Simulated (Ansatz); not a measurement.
# How fast states decay through PbCl2F2

Aim: relax a made-up compound, PbCl2F2, and see how good a tunnel barrier it would be. It is built by putting Cl for part of the F in the PbF4 structure of space group I4/mmm, with the volume rescaled by atomic radii. The parent structure comes from the Materials Project.

Main program and level: Ansatz 0.2.0; PBE DFT, plane waves, PAW files, in the first sound run; inputs show where later runs differ.

The structure was built from a prototype and need not be the compound's stable phase.

## (1) Starting point

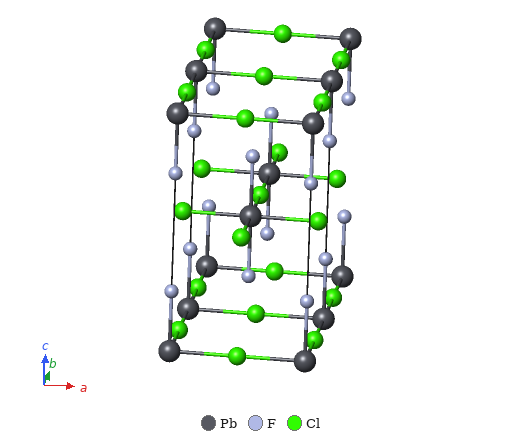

The starting structure, seen slightly off an axis (lead dark grey, fluorine light blue, chlorine green). 1×2×1 cells are drawn. This picture shows the conventional cell, with its axes. Some periodic images of atoms are drawn too.

## (2) Relaxing the new crystal

The substituted atoms don't fit the parent's cell, so cell and atoms relax together. A small smearing keeps the run stable in case the gap closes on the way.

Input file input.yaml:

```yaml
crystal:
  lattice:
    - [-2.4163741766, 2.4163741766, 4.426988409]
    - [2.4163741766, -2.4163741766, 4.426988409]
    - [2.4163741766, 2.4163741766, -4.426988409]
  atoms:
    - { symbol: Pb, position: [0.0, 0.0, 0.0] }
    - { symbol: F, position: [0.74815282, 0.74815282, 0.0] }
    - { symbol: Cl, position: [0.5, 0.0, 0.5] }
    - { symbol: Cl, position: [0.0, 0.5, 0.5] }
    - { symbol: F, position: [0.25184718, 0.25184718, 0.0] }
kpoints:
  mp_grid: { grid: [6, 6, 6] }
scf:
  occupations: { method: gaussian, width: 0.03 }
hamiltonian:
  xc: pbe
output:
  forces: true
  stress: true
relax:
  f_tol: 0.02
  max_steps: 60
  cell: {}
```

Command:

```console
$ ansatz run input.yaml --threads 2 --pin off --max-ram 4096MiB --backend cpu --events-out ev --progress --plain --runs-dir out
```

Numbers of over 12 decimals in the logs are rounded to 6 here.

What it wrote:

```text
Engine: ansatz 0.2.0, aarch64-unknown-linux-gnu
Pseudopotentials: kind: paw
Pseudopotential: Pb, paw, valence charge 14, recommended cutoff 420 eV (normal), Pb.paw.azcp
Pseudopotential: F, paw, valence charge 7, recommended cutoff 420 eV (normal), F.paw.azcp
Pseudopotential: Cl, paw, valence charge 7, recommended cutoff 420 eV (normal), Cl.paw.azcp
Functional definition: PBE
  parameter kappa = 0.804
  parameter beta = 0.066725
  exchange = pbe_x(kappa = kappa, mu = beta*pi^2/3)
  correlation = pbe_c(beta = beta)
Crystal: 5 atoms, lattice volume = 103.394 Å³
Basis set: ecut = 420 eV, 2027 PW (Γ), exchange–correlation on 80×80×80 points (8 copies of the dense FFT grid, shifted against one another)
Bands: 26, of which v1, the nominal top of the filled ones, is band 21 counted from 1 (20 counted from 0)
Symmetry: 16 space group operations
Space group: I4/mmm (ITA 139), of the structure as read, at distance tolerance 4.7e-5 Å
k-points: 30 of 216
Non-local potential: Pb, projectors of the file, l = 0: 2, l = 1: 2, l = 2: 2, l = 3: 2
Non-local potential: F, projectors of the file, l = 0: 2, l = 1: 2, l = 2: 1
Non-local potential: Cl, projectors of the file, l = 0: 2, l = 1: 2, l = 2: 2
PAW form: soft (Blöchl's): semilocal exchange-correlation on the pseudo side does not see the compensation charge
PAW one-centre angular grid: Pb, 590 points (default); XC on 64 Gauss nodes
PAW one-centre angular grid: F, 110 points (default); XC on 64 Gauss nodes
PAW one-centre angular grid: Cl, 110 points (default); XC on 64 Gauss nodes
Initial density: superposition of atomic densities (neutral atoms: chi_scale 0, normalization atom), corrected by the library's trained network
Initial wavefunctions: pseudopotential atomic-orbital guess
Functional: x = pbe(κ = 0.804, μ = 0.219515), c = pbe(β = 0.066725)
SCF iter   1: F=—  HF=-15680.627924 eV  |F-HF|=—  |Δ(HF+E_count)|=         —  Δρ=5.60e-3  dr2=1.35e-2  ethr=1.77e-3  ⟨swp⟩=7.8  Hψ=4162  notcnv=0
preconditioner: auto → Resta (q_TF=auto, 2.348 Å⁻¹)  ε∞=3.4  [insulator: Δε(μ)=0.152 eV  Ē_g=15.175 eV  σ=0.030 eV  W_gap=1.00  n_scr=22 (ndim 8)  ℏωp=23.7 eV  f_vac=0.108  D(μ)=0.00/eV (n_scr^D=0)  ε∞_Penn≈3.4]
SCF iter   2: F=—  HF=-15680.625421 eV  |F-HF|=—  |Δ(HF+E_count)|=   2.50e-3  Δρ=2.31e-3  dr2=2.92e-3  ethr=3.23e-5  ⟨swp⟩=2.6  Hψ=1631  notcnv=0  defer=29
SCF iter   3: F=—  HF=-15680.624880 eV  |F-HF|=—  |Δ(HF+E_count)|=   5.41e-4  Δρ=1.47e-3  dr2=1.19e-3  ethr=6.94e-6  ⟨swp⟩=2.0  Hψ=1459  notcnv=0  defer=29
SCF iter   4: F=—  HF=-15680.624649 eV  |F-HF|=—  |Δ(HF+E_count)|=   2.31e-4  Δρ=2.26e-4  dr2=6.49e-5  ethr=2.82e-6  ⟨swp⟩=2.2  Hψ=1099  notcnv=0  defer=29
SCF iter   5: F=—  HF=-15680.624664 eV  |F-HF|=—  |Δ(HF+E_count)|=   1.54e-5  Δρ=6.51e-5  dr2=5.25e-6  ethr=1.54e-7  ⟨swp⟩=2.8  Hψ=1344  notcnv=0  defer=29
SCF iter   6: F=—  HF=-15680.624669 eV  |F-HF|=—  |Δ(HF+E_count)|=   4.46e-6  Δρ=1.25e-5  dr2=3.22e-7  ethr=1.25e-8  ⟨swp⟩=2.7  Hψ=1391  notcnv=0  defer=29
SCF iter   7: F=-15680.624669 eV  HF=-15680.624669 eV  |F-HF|=1.91e-8  |Δ(HF+E_count)|=   4.01e-7  Δρ=3.40e-6  dr2=1.86e-8  ethr=2.38e-10  ⟨swp⟩=4.7  Hψ=2844  notcnv=0
SCF 1 converged in 7 iterations: F = -15680.624669 eV  dr2 = 1.86e-8
  greatest PAW one-centre occupation: 0.984 electrons in one spin orbital (limit 2), on the Pb atom at site 0 (counted from 0), in its partial waves of l = 2
relax step   1: F+E_penalty+E_count = -15680.62466924 eV  Δ(F+E_penalty+E_count) = +0.000e0 eV  max|allowed force component| = 1.813e0 eV/Å  Δτ_max = 0.0000 Å  P = +5.658 GPa  Ω = 103.394 Å³  (7 SCF iters, dr2 threshold 1.00e-7 eV, accepted)
Crystal: 5 atoms, lattice volume = 111.975 Å³
Basis set: ecut = 420 eV, 2203 PW (Γ), exchange–correlation on 80×80×80 points (8 copies of the dense FFT grid, shifted against one another)
Initial density: handed on by an earlier stage of this run
Initial wavefunctions: those handed on with the density
iter 1 solved again at ethr=3.55e-4 eV; its pass at ethr=3.10e-3 eV (dr2=1.49e-1 eV) is discarded
SCF iter   1: F=—  HF=-15681.597422 eV  |F-HF|=—  |Δ(HF+E_count)|=         —  Δρ=3.01e-2  dr2=1.48e-1  ethr=3.55e-4  ⟨swp⟩=1.5  Hψ=5240  notcnv=0
preconditioner: auto → Resta (q_TF=auto, 2.317 Å⁻¹)  ε∞=3.2  [insulator: Δε(μ)=0.496 eV  Ē_g=15.176 eV  σ=0.030 eV  W_gap=1.00  n_scr=22 (ndim 8)  ℏωp=22.7 eV  f_vac=0.156  D(μ)=0.00/eV (n_scr^D=0)  ε∞_Penn≈3.2]
SCF iter   2: F=—  HF=-15681.601195 eV  |F-HF|=—  |Δ(HF+E_count)|=   3.77e-3  Δρ=1.47e-2  dr2=3.55e-2  ethr=3.53e-4  ⟨swp⟩=2.3  Hψ=952  notcnv=0
SCF iter   3: F=—  HF=-15681.609381 eV  |F-HF|=—  |Δ(HF+E_count)|=   8.19e-3  Δρ=3.02e-3  dr2=6.11e-3  ethr=8.45e-5  ⟨swp⟩=2.8  Hψ=1271  notcnv=0
SCF iter   4: F=—  HF=-15681.608908 eV  |F-HF|=—  |Δ(HF+E_count)|=   4.73e-4  Δρ=1.25e-3  dr2=1.60e-3  ethr=1.46e-5  ⟨swp⟩=2.0  Hψ=1756  notcnv=0  defer=27
SCF iter   5: F=—  HF=-15681.608753 eV  |F-HF|=—  |Δ(HF+E_count)|=   1.55e-4  Δρ=3.39e-4  dr2=1.54e-4  ethr=3.80e-6  ⟨swp⟩=2.1  Hψ=1024  notcnv=0  defer=27
SCF iter   6: F=—  HF=-15681.608805 eV  |F-HF|=—  |Δ(HF+E_count)|=   5.15e-5  Δρ=7.08e-5  dr2=8.21e-6  ethr=3.68e-7  ⟨swp⟩=2.1  Hψ=1038  notcnv=0  defer=27
SCF iter   7: F=-15681.608810 eV  HF=-15681.608810 eV  |F-HF|=2.57e-7  |Δ(HF+E_count)|=   5.32e-6  Δρ=9.69e-6  dr2=2.09e-7  ethr=1.19e-9  ⟨swp⟩=3.9  Hψ=3446  notcnv=0
SCF 2 converged in 7 iterations: F = -15681.608810 eV  dr2 = 2.09e-7
relax step   2: F+E_penalty+E_count = -15681.60881022 eV  Δ(F+E_penalty+E_count) = -9.841e-1 eV  max|allowed force component| = 4.662e-1 eV/Å  Δτ_max = 0.1425 Å  P = +2.290 GPa  Ω = 111.975 Å³  energy of the carried Pulay correction = -1.282e-2 eV  (7 SCF iters, dr2 threshold 5.00e-7 eV, accepted)
Crystal: 5 atoms, lattice volume = 119.707 Å³
Basis set: ecut = 420 eV, 2375 PW (Γ), exchange–correlation on 80×80×80 points (8 copies of the dense FFT grid, shifted against one another)
iter 1 solved again at ethr=1.95e-4 eV; its pass at ethr=3.10e-3 eV (dr2=8.18e-2 eV) is discarded
SCF iter   1: F=—  HF=-15681.679276 eV  |F-HF|=—  |Δ(HF+E_count)|=         —  Δρ=2.25e-2  dr2=8.01e-2  ethr=1.95e-4  ⟨swp⟩=1.5  Hψ=4609  notcnv=0
preconditioner: auto → Resta (q_TF=auto, 2.291 Å⁻¹)  ε∞=3.1  [insulator: Δε(μ)=0.487 eV  Ē_g=15.140 eV  σ=0.030 eV  W_gap=1.00  n_scr=22 (ndim 8)  ℏωp=22.0 eV  f_vac=0.204  D(μ)=0.00/eV (n_scr^D=0)  ε∞_Penn≈3.1]
SCF iter   2: F=—  HF=-15681.685151 eV  |F-HF|=—  |Δ(HF+E_count)|=   5.87e-3  Δρ=1.11e-2  dr2=1.86e-2  ethr=1.91e-4  ⟨swp⟩=3.1  Hψ=1205  notcnv=0
SCF iter   3: F=—  HF=-15681.690900 eV  |F-HF|=—  |Δ(HF+E_count)|=   5.75e-3  Δρ=2.77e-3  dr2=5.73e-3  ethr=4.44e-5  ⟨swp⟩=2.5  Hψ=1267  notcnv=0
[...]
[... from here on, the SCF cycles and remarks between the steps are left out ...]
relax step   4: F+E_penalty+E_count = -15681.69681805 eV  Δ(F+E_penalty+E_count) = -6.828e-3 eV  max|allowed force component| = 1.532e-1 eV/Å  Δτ_max = 0.0227 Å  P = -0.489 GPa  Ω = 121.685 Å³  energy of the carried Pulay correction = -2.616e-2 eV  (6 SCF iters, dr2 threshold 5.00e-7 eV, accepted)
relax step   5: F+E_penalty+E_count = -15681.69985792 eV  Δ(F+E_penalty+E_count) = -3.040e-3 eV  max|allowed force component| = 1.020e-2 eV/Å  Δτ_max = 0.0021 Å  P = -0.015 GPa  Ω = 120.888 Å³  energy of the carried Pulay correction = -2.510e-2 eV  (5 SCF iters, dr2 threshold 5.00e-7 eV, accepted)
relax step   6: F+E_penalty+E_count = -15681.70001696 eV  Δ(F+E_penalty+E_count) = -1.590e-4 eV  max|allowed force component| = 2.890e-4 eV/Å  Δτ_max = 0.0018 Å  P = -0.001 GPa  Ω = 120.786 Å³  energy of the carried Pulay correction = -2.497e-2 eV  (5 SCF iters, dr2 threshold 1.61e-8 eV, accepted)
relax step   7: F+E_penalty+E_count = -15681.78604572 eV  Δ(F+E_penalty+E_count) = -8.603e-2 eV  max|allowed force component| = 3.073e-3 eV/Å  Δτ_max = 0.0000 Å  P = +1.086 GPa  Ω = 120.786 Å³  stress off target by 1.39e0 GPa  SCF on the basis re-selected at this cell (its energy is not comparable with the rows above)  (8 SCF iters)
relax step   8: F+E_penalty+E_count = -15681.79575052 eV  Δ(F+E_penalty+E_count) = -9.705e-3 eV  max|allowed force component| = 4.830e-3 eV/Å  Δτ_max = 0.0381 Å  P = +0.346 GPa  Ω = 125.107 Å³  energy of the carried Pulay correction = -6.413e-3 eV  (6 SCF iters, dr2 threshold 5.00e-7 eV, accepted)
relax step   9: F+E_penalty+E_count = -15681.79301093 eV  Δ(F+E_penalty+E_count) = +2.740e-3 eV  max|allowed force component| = 1.648e-2 eV/Å  Δτ_max = 0.0358 Å  P = +0.041 GPa  Ω = 128.255 Å³  energy of the carried Pulay correction = -1.221e-2 eV  (6 SCF iters, dr2 threshold 3.71e-7 eV, accepted)
relax step  10: F+E_penalty+E_count = -15681.79212801 eV  Δ(F+E_penalty+E_count) = +8.829e-4 eV  max|allowed force component| = 4.311e-3 eV/Å  Δτ_max = 0.0065 Å  P = +0.000 GPa  Ω = 128.754 Å³  energy of the carried Pulay correction = -1.319e-2 eV  (6 SCF iters, dr2 threshold 4.42e-8 eV, accepted)
relax step  11: F+E_penalty+E_count = -15681.80703357 eV  Δ(F+E_penalty+E_count) = -1.491e-2 eV  max|allowed force component| = 5.358e-3 eV/Å  Δτ_max = 0.0000 Å  P = +0.054 GPa  Ω = 128.754 Å³  stress off target by 1.53e-1 GPa  SCF on the basis re-selected at this cell (its energy is not comparable with the rows above)  (7 SCF iters)
relax step  12: F+E_penalty+E_count = -15681.80630153 eV  Δ(F+E_penalty+E_count) = +7.320e-4 eV  max|allowed force component| = 1.807e-3 eV/Å  Δτ_max = 0.0207 Å  P = +0.013 GPa  Ω = 130.195 Å³  energy of the carried Pulay correction = -1.490e-3 eV  (6 SCF iters, dr2 threshold 5.82e-8 eV, accepted)
relax step  13: F+E_penalty+E_count = -15681.80575174 eV  Δ(F+E_penalty+E_count) = +5.498e-4 eV  max|allowed force component| = 1.947e-3 eV/Å  Δτ_max = 0.0096 Å  P = +0.008 GPa  Ω = 130.816 Å³  energy of the carried Pulay correction = -2.160e-3 eV  (7 SCF iters, dr2 threshold 8.00e-9 eV, accepted)
Basis set: ecut = 420 eV, 2519 PW (Γ), exchange–correlation on 90×90×90 points (8 copies of the dense FFT grid, shifted against one another)
iter 1 solved again at ethr=1.36e-7 eV; its pass at ethr=3.10e-3 eV (dr2=5.71e-5 eV) is discarded
SCF iter   1: F=—  HF=-15681.807312 eV  |F-HF|=—  |Δ(HF+E_count)|=         —  Δρ=1.37e-4  dr2=2.26e-6  ethr=1.36e-7  ⟨swp⟩=3.5  Hψ=6471  notcnv=0
preconditioner: auto → Resta (q_TF=auto, 2.258 Å⁻¹)  ε∞=3.0  [insulator: Δε(μ)=0.187 eV  Ē_g=14.880 eV  σ=0.030 eV  W_gap=1.00  n_scr=22 (ndim 8)  ℏωp=21.0 eV  f_vac=0.252  D(μ)=0.00/eV (n_scr^D=0)  ε∞_Penn≈3.0]
SCF iter   2: F=—  HF=-15681.807951 eV  |F-HF|=—  |Δ(HF+E_count)|=   6.39e-4  Δρ=6.70e-5  dr2=1.07e-6  ethr=5.39e-9  ⟨swp⟩=2.0  Hψ=1405  notcnv=0
SCF iter   3: F=—  HF=-15681.808089 eV  |F-HF|=—  |Δ(HF+E_count)|=   1.37e-4  Δρ=3.48e-5  dr2=2.59e-7  ethr=2.54e-9  ⟨swp⟩=2.0  Hψ=1067  notcnv=0
SCF iter   4: F=—  HF=-15681.808129 eV  |F-HF|=—  |Δ(HF+E_count)|=   3.98e-5  Δρ=3.37e-6  dr2=3.11e-9  ethr=6.18e-10  ⟨swp⟩=2.0  Hψ=1404  notcnv=0
SCF iter   5: F=—  HF=-15681.808129 eV  |F-HF|=—  |Δ(HF+E_count)|=   2.74e-7  Δρ=6.09e-7  dr2=2.62e-10  ethr=7.41e-12  ⟨swp⟩=2.0  Hψ=1156  notcnv=0
SCF iter   6: F=-15681.808129 eV  HF=-15681.808129 eV  |F-HF|=8.37e-11  |Δ(HF+E_count)|=   1.82e-9  Δρ=9.41e-8  dr2=7.49e-12  ethr=1.00e-12  ⟨swp⟩=5.1  Hψ=3040  notcnv=0
SCF 14 converged in 6 iterations: F = -15681.808129 eV  dr2 = 7.49e-12
relax step  14: F+E_penalty+E_count = -15681.80812891 eV  Δ(F+E_penalty+E_count) = -2.377e-3 eV  max|allowed force component| = 1.616e-3 eV/Å  Δτ_max = 0.0000 Å  P = +0.013 GPa  Ω = 130.816 Å³  stress off target by 3.53e-2 GPa  SCF on the basis re-selected at this cell (its energy is not comparable with the rows above)  (6 SCF iters)
basis re-selected at this cell: Δ(F+E_penalty+E_count) = -2.377e-3 eV, ΔP = +0.006 GPa vs the last step (what re-selecting the basis moved, of the pressure what is left beyond the Pulay correction that the steps carried, after the strain that the cell walked since its last selection, with what the two solves' SCF thresholds leave and, on support functions, any second-order correction that the steps lacked; it is no measure of the basis error at this ecutwfc). The dense FFT grid was sized anew with the basis: this SCF ran on 45×45×45 points, the steps before it on 40×40×40, so part of this shift can come from that change (see relax.cell in the input reference). [rest of the remark cut]
SCF converged after 6 iterations
Free energy (F): -15681.808129 eV
Harris-Foulkes:  -15681.808129 eV  (|F-HF|=8.37e-11)
Internal energy: -15681.808129 eV  (E = F + TS)
E sigma→0 (E₀):  -15681.808129 eV
Entropy (-TS):   -0.000000 eV (-0.000 meV/atom)
Fermi energy:    0.332668 eV
--- Per-component energies (eV) ---
  E_band       = -339.336592
  E_kinetic    = 1018.922598
  E_local      = -3768.547322  (includes V_loc(G=0)·N_el)
  E_nonlocal   = 558.150214
  E_hartree    = 1449.627656
  E_xc         = -587.228419
  E_vxc        = -571.949851  (∫ρ·V_xc dr)
  E_paw        = -12134.363387  (= ΣΔE_a)
  E_vpaw       = -475.171807  (= ΣTr[D̂ρ^β])
  E_aug_tail   = 0.004296  (compensation charges beyond the density's cutoff)
  E_ewald      = -2218.373765
  E_smearing   = -0.000000  (= −TS)
  E_closure    = 0.000000  (closes the sum)
  Σ components = -15681.808129   (vs F -15681.808129, Δ=0.00e0)
--- Forces (eV/Å), atoms counted from 1 ---
  atom   1  Pb    -0.00000000     0.00000000     0.00000000
  atom   2  F      0.00000000    -0.00000000     0.00161588
  atom   3  Cl     0.00000000     0.00000000    -0.00000000
  atom   4  Cl     0.00000000     0.00000000    -0.00000000
  atom   5  F      0.00000000    -0.00000000    -0.00161588
  max |Σ_I F_I| component: 8.67e-19 eV/Å
--- Stress (GPa, compression-positive) ---
        0.002050       0.000000      -0.000000
        0.000000       0.002050      -0.000000
       -0.000000      -0.000000       0.035307
  P = ⅓ Tr σ = 0.0131 GPa (0.131 kbar)
--- Relaxed structure (11 steps of the walk, 11 accepted, 3 SCFs on fresh bases) ---
  F+E_penalty+E_count = -15681.80812891 eV   max|allowed force component| = 1.616e-3 eV/Å   (the final SCF, on the basis selected at the relaxed cell)
  cell:  # Å, volume = 130.8160 Å³
    - [-2.631544, 2.631544, 4.722582]
    - [2.631544, -2.631544, 4.722582]
    - [2.631544, 2.631544, -4.722582]
  atoms:
    - { symbol: Pb, position: [-6.367592114611094e-19, -6.367592114611095e-19, 0] }
    - { symbol: F, position: [0.786505, 0.786505, 0] }
    - { symbol: Cl, position: [0.500000, -6.367592114611096e-19, 0.500000] }
    - { symbol: Cl, position: [-6.367592114611094e-19, 0.500000, 0.500000] }
    - { symbol: F, position: [0.213495, 0.213495, 0] }
```

Elapsed: 30 s, on 2 threads of Arm Neoverse V2, shared host; peak memory 0.46 GiB; 59 s of CPU time.

Step by step:

```
step  energy less that of the first step (eV)  largest force component (eV/Å)  pressure (GPa)  volume (Å³)
   1                                   0.0000                          1.8131            5.66       103.39
   2                                  -0.9841                          0.4662            2.29       111.98
   3                                  -1.0653                          0.3977            1.23       119.71
   4                                  -1.0721                          0.1532           -0.49       121.69
   5                                  -1.0752                          0.0102           -0.01       120.89
   6                                  -1.0753                          0.0003            0.00       120.79
  7*                                  -1.1614                          0.0031            1.09       120.79
   8                                  -1.1711                          0.0048            0.35       125.11
   9                                  -1.1683                          0.0165            0.04       128.25
  10                                  -1.1675                          0.0043            0.00       128.75
 11*                                  -1.1824                          0.0054            0.05       128.75
  12                                  -1.1816                          0.0018            0.01       130.19
  13                                  -1.1811                          0.0019            0.01       130.82
 14*                                  -1.1835                          0.0016            0.01       130.82
```

Relaxation steps marked * repeat the geometry before them on a plane-wave basis chosen anew for their cell, so energy and pressure can jump there.

The run keeps the 16 symmetry operations that it works with, so distortions that break them were not tested.

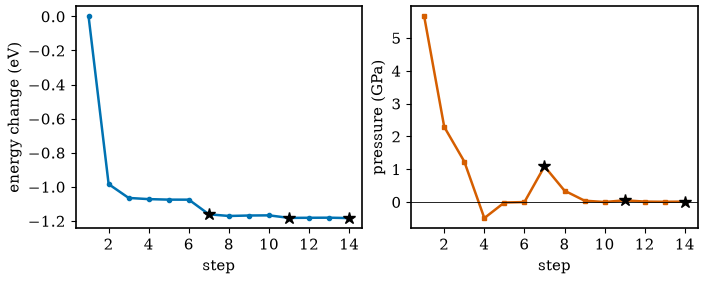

Energy and pressure along the relaxation. Stars mark steps on a basis chosen anew.

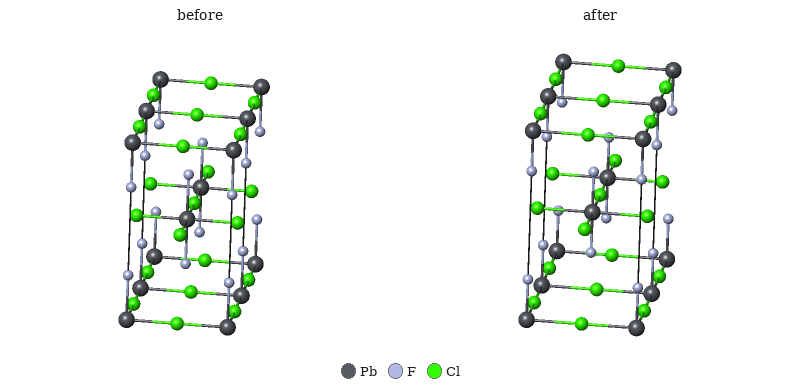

The structure before and after the relaxation, drawn at the same scale.

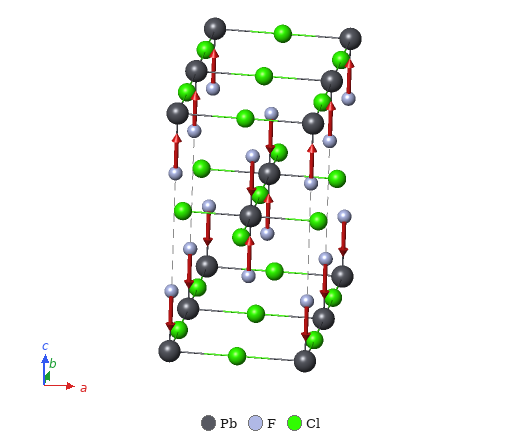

Displacements in the relaxation, exaggerated, measured against the changing cell; the longest in the cell stands for 0.36 Å. 1×2×1 conventional cells are drawn. Some periodic images of atoms are drawn too.

```
conventional cell, symmetrised  before  after   change
                         a (Å)   4.833  5.263   +8.9 %
                         b (Å)   4.833  5.263   +8.9 %
                         c (Å)   8.854  9.445   +6.7 %
              volume (Å³/atom)   20.68  26.16  +26.5 %
```

The atoms that moved most (Å, as changes of fractional coordinates times the final cell):

```
atom     dx     dy      dz  length
  F2  0.000  0.000   0.362   0.362
  F5  0.000  0.000  -0.362   0.362
```

The relaxed structure:

```xyz
5
Lattice="-2.6315 2.6315 4.7226 2.6315 -2.6315 4.7226 2.6315 2.6315 -4.7226" Properties=species:S:1:pos:R:3 pbc="T T T"
Pb    0.0000    0.0000    0.0000
F     0.0000    0.0000    7.4287
Cl    0.0000    2.6315    0.0000
Cl    2.6315    0.0000    0.0000
F     0.0000    0.0000    2.0165
```

This step gave:

| Item | Value |
| --- | --- |
| free energy | -15681.8081 eV |
| Fermi energy | 0.3327 eV |
| pressure | 0.01314 GPa |

The largest force component on a free atom ends at 0.0016 eV/Å.

(Continued in part 2 of 3.)

[Logs are printed without paths, hosts, clocks, repeated set-up lines and the standing remarks that a program may print on its own settings, such as how far it seeks lower states.]

[Hosts, paths, dates, database ids (printed as entryN), source tags and the programs' standing remarks are cut or masked in the printed files.]
